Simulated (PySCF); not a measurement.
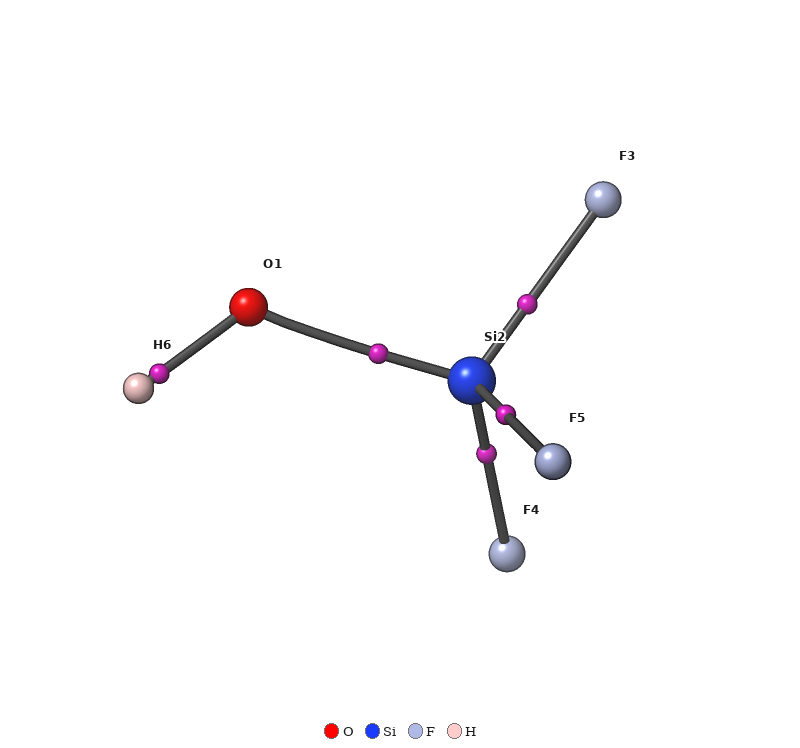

Figure 1: F$_{3}$HOSi, SMILES `O[Si](F)(F)F`. Molecular graph of the electron density (QTAIM): bond paths, bond critical points (magenta), ring points (cyan, if any); weak paths are dashed.

PySCF calculation, B3LYP/def2-SVPD, gas phase; geometry: GFN2-xTB. No frequency check shows the geometry to be a minimum.

The calculation's input:

```python
import numpy as np
from pyscf import gto, scf, dft
from pyscf.scf import atom_ks, atom_hf
from scipy.linalg import block_diag

def solve(mol, dm0=None, hcore=None):
    mf = (dft.UKS if mol.spin else dft.RKS)(mol, xc='b3lyp')
    mf.grids.level = 3
    mf = mf.density_fit(auxbasis='def2-universal-jkfit')
    mf.conv_tol, mf.max_cycle = 1e-8, 80
    if hcore is not None:
        mf.get_hcore = lambda *args: hcore
    mf.kernel(dm0)
    if not mf.converged:
        mf = mf.newton().run(mf.mo_coeff, mf.mo_occ, max_cycle=30)
    assert mf.converged, 'SCF not converged'
    return mf

mol = gto.M(atom='''
O     -1.60543    -0.03586     0.00150
Si    -0.01790     0.00506     0.00004
F      0.42197     1.51274    -0.00329
F      0.63359    -0.70068    -1.25537
F      0.63600    -0.69559     1.25702
H     -2.12996    -0.83229     0.00233
''', basis='def2-svpd', charge=0, spin=0, verbose=4)
mf = solve(mol)
mf.analyze()
# spherically averaged free atoms, for the promolecule
atm = atom_ks.get_atm_nrks(mol, xc='b3lyp')
pro = block_diag(*[(atm[a[0]][2] * atm[a[0]][3]) @ atm[a[0]][2].T for a in mol._atom])
np.savez('result.npz', e=mf.e_tot, c=mf.mo_coeff, occ=mf.mo_occ, eps=mf.mo_energy, pro=pro, dip=mf.dip_moment(verbose=0), s2=mf.spin_square()[0])
```

Command:

```sh
OMP_NUM_THREADS=1 python input.py
```

The run took 9 s on 1 thread of Arm Neoverse V2 (shared host), peak memory 0.49 GiB.

Partitions, critical points and surface values were worked out afterwards from this run's density.

Q: How many critical points of each kind are there, and does the count close?

A: 6 nuclei, 5 bond, 0 ring and 0 cage critical points: 6 − 5 + 0 − 0 = 1, as the Poincaré–Hopf relation requires.

Q: Tabulate density, Laplacian, ellipticity and energy density at the bond critical points (atomic units).

A:
| bond | length (Å) | ρ (a.u.) | ∇²ρ (a.u.) | ε | H (a.u.) |
| --- | --- | --- | --- | --- | --- |
| O1–H6 | 0.954 | 0.357 | −2.44 | 0.00 | −0.678 |
| O1–Si2 | 1.588 | 0.145 | +1.24 | 0.06 | −0.027 |
| Si2–F3 | 1.571 | 0.132 | +1.29 | 0.01 | −0.001 |
| Si2–F4 (2 alike) | 1.581 | 0.129 | +1.23 | 0.00 | −0.002 |

Q: What kind of interaction is O1–Si2?

A: Polar or intermediate (positive Laplacian, negative energy density H): ρ = 0.145, ∇²ρ = +1.24, H = −0.027 a.u.
